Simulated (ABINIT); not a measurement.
Band structure of CuCl (F-43m, 2 atoms in the cell).

```yaml
crystal:
  lattice:
    - [0.00000, 2.70500, 2.70500]
    - [2.70500, 0.00000, 2.70500]
    - [2.70500, 2.70500, 0.00000]
  atoms:
    - { symbol: Cu, position: [0.00000, 0.00000, 0.00000] }
    - { symbol: Cl, position: [0.25000, 0.25000, 0.25000] }
```

Method of the run: PBE, PAW (JTH v2.0 PBE PAW) (plane waves; ABINIT).

Settings: pseudos = [Cu.GGA_PBE-JTH.xml, Cl.GGA_PBE-JTH.xml]; ecut = 30 Ha; pawecutdg = 60 Ha; pawxcdev = 0; occopt = 3; tsmear = 0.00183747 Ha; ngkpt = 9 9 9; nshiftk = 1; shiftk = 0 0 0; potentials = JTH v2.0 PBE PAW; kptopt = 1; nstep = 50; toldfe1 = 1e-09 Ha.

The starting cell has typed, rounded lattice constants, without a prior relaxation at this level.

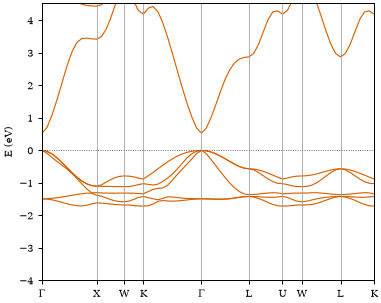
Fig. 1. Bands along the path, energies from the top of the valence band on the SCF mesh.

Problem. Read off roughly the gap and where its edges lie.

Solution. The gap along the path is about 0.5 eV (computed: 0.53 eV), direct at Γ to within 0.01 eV.

Levels in eV from the top of the valence band on the SCF mesh, bands 10 to 17:
| point | 10 | 11 | 12 | 13 | 14 | 15 | 16 | 17 |
|---|---|---|---|---|---|---|---|---|
| Γ | -1.49 | 0.00 | 0.00 | 0.00 | 0.53 | 6.64 | 6.64 | 6.64 |
| X | -1.38 | -1.30 | -1.10 | -1.10 | 3.42 | 4.44 | 8.76 | 10.94 |
| W | -1.58 | -1.31 | -1.12 | -0.78 | 5.04 | 5.19 | 7.38 | 7.77 |
| K | -1.42 | -1.34 | -1.02 | -0.88 | 4.19 | 5.09 | 8.04 | 9.13 |
| L | -1.42 | -1.36 | -0.56 | -0.56 | 2.88 | 6.80 | 7.07 | 7.07 |
| U | -1.42 | -1.34 | -1.02 | -0.88 | 4.19 | 5.09 | 8.04 | 9.13 |
